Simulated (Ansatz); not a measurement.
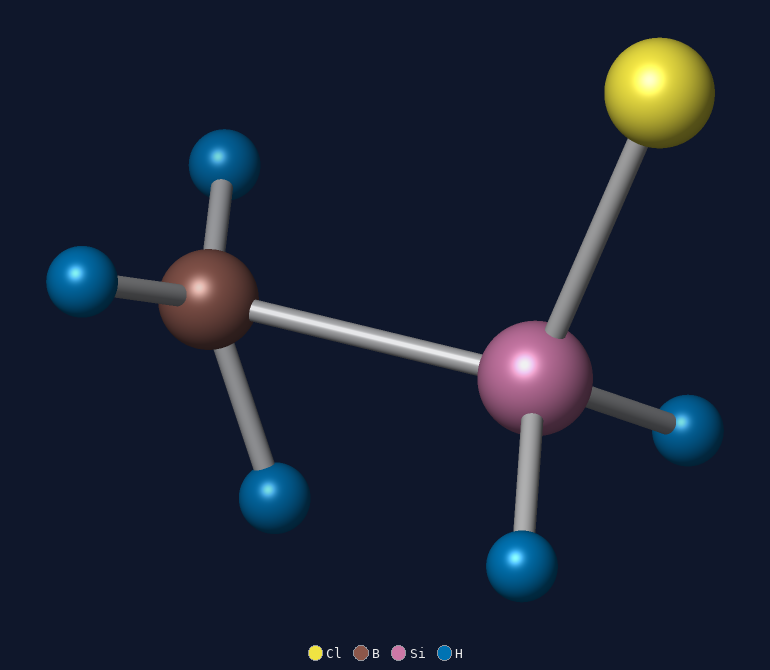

A ball-and-stick model of a molecule. Every bond is drawn as one stick, whatever its order.

The species is neutral and a spin doublet.

> Count the atoms of each element.

BClH5Si, 8 atoms: 1 boron, 1 chlorine, 5 hydrogen and 1 silicon.

> Give the symmetry (Schoenflies symbol).

Cs.

The parts below concern this one geometry. Atoms keep their numbers from picture to picture. The computed structure is the end point of a PBE0-D4/def2-TZVP optimisation.

## Shape

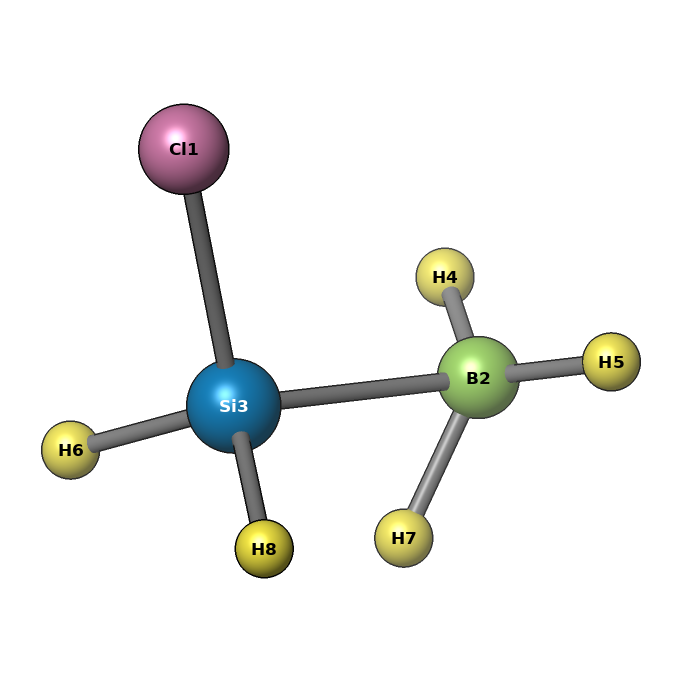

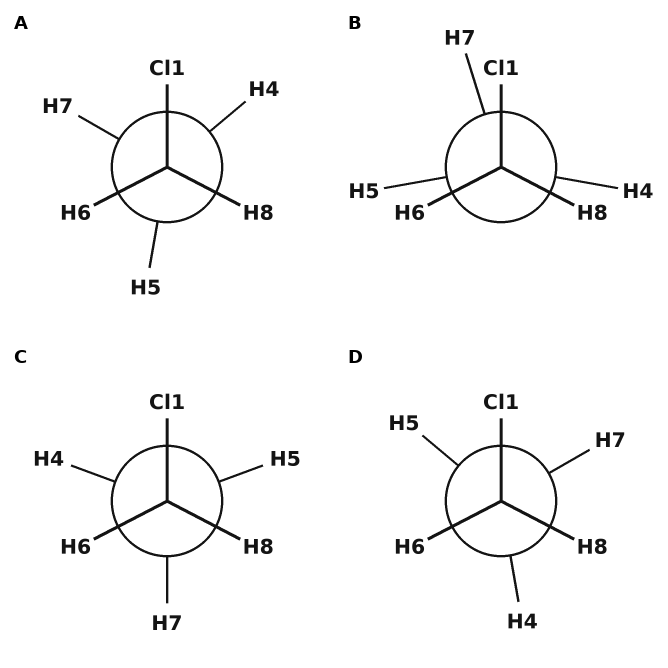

Distant atoms are faded towards the background colour. Bonds that would overlap in a projection are set slightly apart.

> Which Newman projection shows the view along Si3–B2, with Si3 in front?

C. The torsion angle Cl1–Si3–B2–H4 is −70°, synclinal (gauche).

## Vibrations

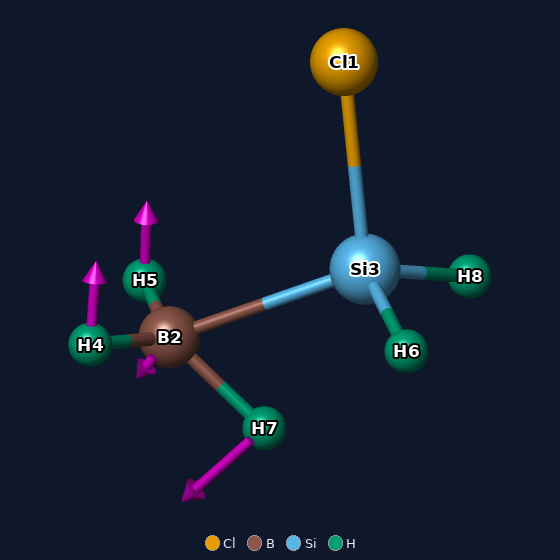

The arrows show one normal mode. Harmonic vibrations computed with UKS PBE0-D4/def2-TZVP (Ansatz 0.2.0) at a stationary point of the same level.

> Estimate its harmonic wavenumber.

522 cm⁻¹; it is mode 5 of 18 counted from the lowest.

## Electronic properties

Level of theory: UKS CAM-B3LYP-D4/def2-TZVPP (Ansatz 0.2.0).

Computed properties:

- ⟨S²⟩ of the determinant: 0.754
- dispersion correction: −12.4 kJ/mol

## Charges

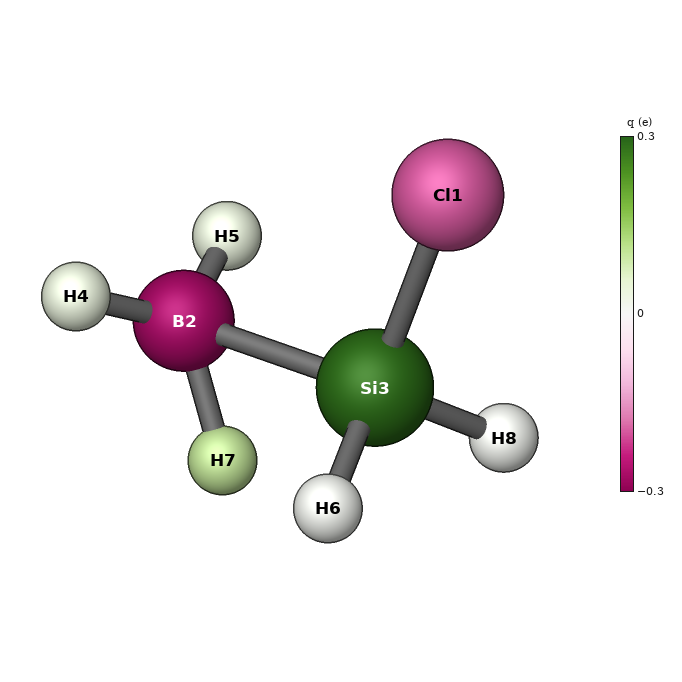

Atoms are coloured by their Mulliken charges. Properties computed with UKS PBE0-D4/def2-TZVP (Ansatz 0.2.0).

List the Mulliken charges.

```tsv
atom	value (e)
Cl1	−0.20
B2	−0.27
Si3	0.29
H4	0.03
H5	0.03
H6	0.01
H7	0.10
H8	0.01
```

## Dipole moment

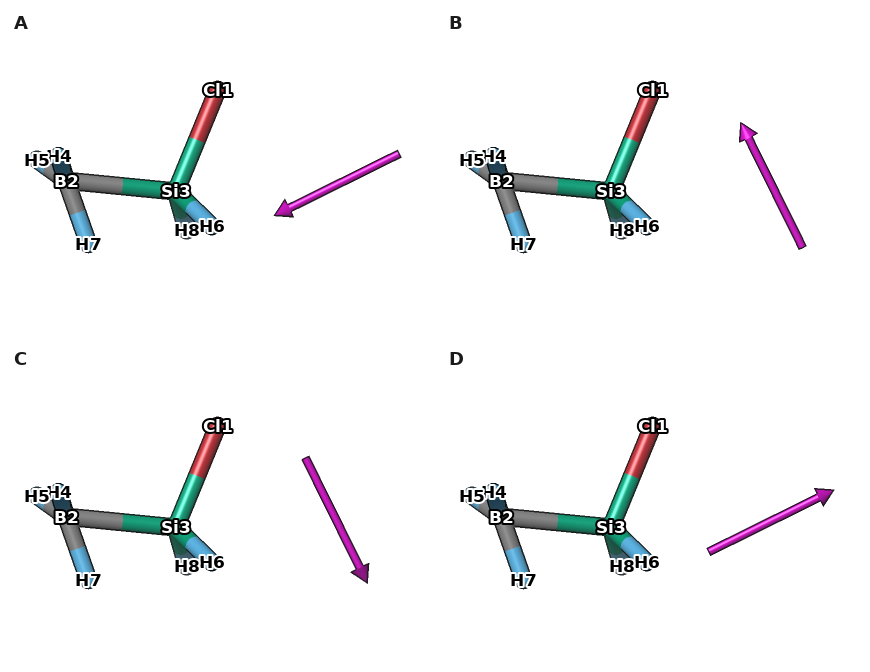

The same molecule four times, each with an arrow. Level of theory: UKS PBE0-D4/def2-TZVP (Ansatz 0.2.0).

> Which arrow points along the dipole moment, from the negative to the positive end?

C. The dipole moment is 1.51 D; it points from the side of H4, H5 to the side of H6, H8 (the outermost atoms at the two ends).

Mulliken values depend strongly on the basis set and can even reverse the polarity of a bond.
